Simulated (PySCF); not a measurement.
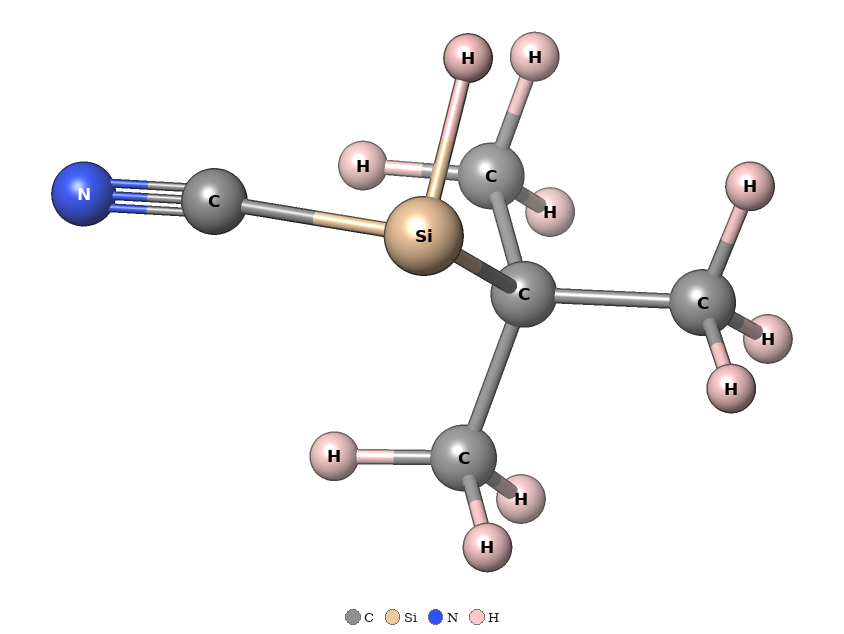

Orthographic view. Depth is shown by fading: the farther an atom, the more it takes the colour of the background. Charge −1, singlet. The computed structure is the end point of a PBE0-D3(BJ)/def2-SVP optimisation. No frequency run is at hand to confirm it as a minimum.

Write the InChI string.

InChI=1S/C5H10NSi/c1-5(2,3)7-4-6/h7H,1-3H3/q-1
